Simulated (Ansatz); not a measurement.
**TaS(OH)3 (H₃O₃STa): inputs that go wrong**

3 inputs were typed for TaS(OH)3 (H₃O₃STa). Each is run as it stands; the log then has to tell whether the result can be used.

The runs use Ansatz 0.2.0, Gaussian basis; the settings change from run to run.

**1. The relaxed structure**

An earlier PBE-D4/def2-SVP relaxation fixed the geometry. Ta takes a core potential in def2 sets; no spin-orbit term is included.

8 atoms, charge 0, spin multiplicity 1.

Atoms are counted from 1 here; the program's logs count them from 0.

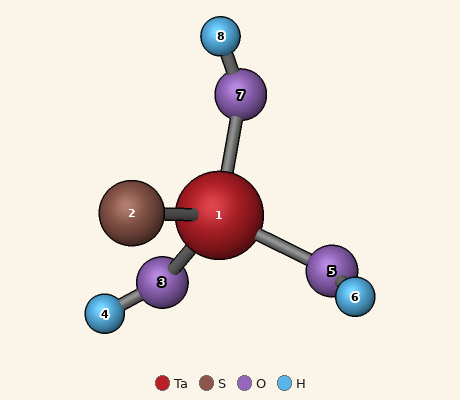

The structure; tantalum red, sulfur brown, oxygen purple, hydrogen blue; atoms are numbered from 1 in the order of the file.

Geometry (Å):

```
Ta    0.0002    0.0000    0.0371
S     0.0095   -0.0092    2.2266
O     1.7701    0.3160   -0.6111
H     2.6177    0.4633   -0.1588
O    -1.1604    1.3808   -0.5944
H    -1.7113    2.0364   -0.1346
O    -0.6173   -1.6893   -0.6091
H    -0.9085   -2.4981   -0.1556
```

**2. Input 1**

File in.yaml:

```yaml
crystal:
  periodic: [false, false, false]
  atoms:
    - {symbol: Ta, position_ang: [0.000209, 0.000005, 0.037061]}
    - {symbol: S, position_ang: [0.009502, -0.009188, 2.226569]}
    - {symbol: O, position_ang: [1.770088, 0.316038, -0.611118]}
    - {symbol: H, position_ang: [2.617688, 0.463261, -0.158752]}
    - {symbol: O, position_ang: [-1.160382, 1.380833, -0.594438]}
    - {symbol: H, position_ang: [-1.711262, 2.036433, -0.134608]}
    - {symbol: O, position_ang: [-0.617307, -1.689252, -0.609088]}
    - {symbol: H, position_ang: [-0.908526, -2.498129, -0.155616]}
basis:
  gaussian: {orbitals: def2-SVP, fitting: {mean_field: cc-pVTZ-jkfit}, final_grid: {core_spheres: 5, valence_spheres: 4, degree: 11}}
hamiltonian: {xc: {name: r2SCAN50}}
accuracy: high
scf: {lower_state_search: full}
output: {forces: true}
```

The run is started by

```
> ansatz run in.yaml --threads 4 --pin off --events-out ev --progress --plain --max-ram 3916MiB
```

The log of the run:

```text
Functional definition: r2SCAN50
  name "r2SCAN50"
  cite "Bursch, Neugebauer, Ehlert & Grimme, J. Chem. Phys. 156, 134105 (2022) doi:10.1063/5.0086040"
  cite "Furness, Kaplan, Ning, Perdew & Sun, J. Phys. Chem. Lett. 11, 8208 (2020) doi:10.1021/acs.jpclett.0c02405"
  cite "Furness, Kaplan, Ning, Perdew & Sun, J. Phys. Chem. Lett. 11, 9248 (2020) doi:10.1021/acs.jpclett.0c03077"
  parent r2scan
  parameter a = 0.5
  parameter k0 = 0.174
  parameter k1 = 0.065
  parameter a1 = 4.9479
  exchange = (1 - a)*r2scan_x(k0 = k0, k1 = k1, a1 = a1) + a*exact_x
  correlation = r2scan_c
Error: <dir> the basis set cc-pVTZ-JKFIT has no functions for Ta
```

Wall time 0.25 s (4 threads of Arm Neoverse V2, shared host).

Diagnosis: Refused before any calculation. The fitting set named has no entry for an element of this molecule. Cure: leave the fitting key out, or name a set that covers all elements and suits the basis.

**3. Input 2**

File in.yaml:

```yaml
crystal:
  periodic: [false, false, false]
  atoms:
    - {symbol: Ta, position_ang: [0.000209, 0.000005, 0.037061]}
    - {symbol: S, position_ang: [0.009502, -0.009188, 2.226569]}
    - {symbol: O, position_ang: [1.770088, 0.316038, -0.611118]}
    - {symbol: H, position_ang: [2.617688, 0.463261, -0.158752]}
    - {symbol: O, position_ang: [-1.160382, 1.380833, -0.594438]}
    - {symbol: H, position_ang: [-1.711262, 2.036433, -0.134608]}
    - {symbol: O, position_ang: [-0.617307, -1.689252, -0.609088]}
    - {symbol: H, position_ang: [-0.908526, -2.498129, -0.155616]}
basis:
  gaussian: {orbitals: "6-311G**"}
total_charge: -1
magnetization: {spin_polarized: true, initial_magnetization: 1}
hamiltonian: {xc: {name: revPBE0}}
scf: {omitted_lower_state_checks: [starts]}
```

Same command.

The log of the run:

```text
Error: <dir> can't be read: No such file or directory (os error 2)
```

It took 0.05 s on 4 threads of Arm Neoverse V2, shared host.

Diagnosis: The run ended at the input check. It says: «<dir> can't be read: No such file or directory (os error 2)» The basis set isn't in the library under that name. Fix: name a listed orbital basis. The input also asks for charge -1 and multiplicity 2, not those of the species named; set them back first.

**4. Input 3**

File in.yaml:

```yaml
crystal:
  periodic: [true, true, true]
  atoms:
    - {symbol: Ta, position_ang: [0.000262, 0.000006, 0.046326]}
    - {symbol: S, position_ang: [0.011877, -0.011485, 2.783212]}
    - {symbol: O, position_ang: [2.212610, 0.395047, -0.763898]}
    - {symbol: H, position_ang: [3.272110, 0.579076, -0.198441]}
    - {symbol: O, position_ang: [-1.450478, 1.726041, -0.743048]}
    - {symbol: H, position_ang: [-2.139077, 2.545541, -0.168260]}
    - {symbol: O, position_ang: [-0.771634, -2.111565, -0.761360]}
    - {symbol: H, position_ang: [-1.135658, -3.122661, -0.194520]}
basis:
  gaussian: {orbitals: def2-mTZVP, nuclear_model: gaussian}
hamiltonian: {xc: {name: HF}}
correlation: {method: rpa, electrons: outside_noble_gas}
scf: {omitted_lower_state_checks: [starts]}
```

The command is unchanged.

The log of the run:

```text
Error: YAML parse error: error: line 2 column 3: crystal: missing field `lattice` (a structure is typed as `lattice` and `atoms`, a molecule's as `atoms` in Å alone, or read from a run's directory, `checkpoint`)
 --> <input>:2:3
  |
1 | crystal:
2 |   periodic: [true, true, true]
  |   ^ crystal: missing field `lattice` (a structure is typed as `lattice` and `atoms`, a molecule's as `atoms` in Å alone, or read from a run's directory, `checkpoint`)
3 |   atoms:
4 |     - {symbol: Ta, position_ang: [0.000262, 0.000006, 0.046326]}
  |
```

It took 0.05 s on 4 threads of Arm Neoverse V2, shared host.

Diagnosis: The program refused the input. The molecule is marked periodic without a cell. Its coordinates are also moved off the relaxed structure (shortest distance 1.21 Å, against 0.97 Å), and have to be restored too. To mend it, set periodic to false, or give a lattice.

**5. Summary**

| input | level | ended | cause | time |
| --- | --- | --- | --- | --- |
| 1 | r2SCAN50/def2-SVP | refused | the fitting set named has no entry for an element of this molecule | 0.25 s |
| 2 | revPBE0/6-311G** | refused | the basis set isn't in the library under that name | 0.05 s |
| 3 | RPA/def2-mTZVP | refused | the molecule is marked periodic without a cell | 0.05 s |

3 refused. A refusal costs next to no computing time.
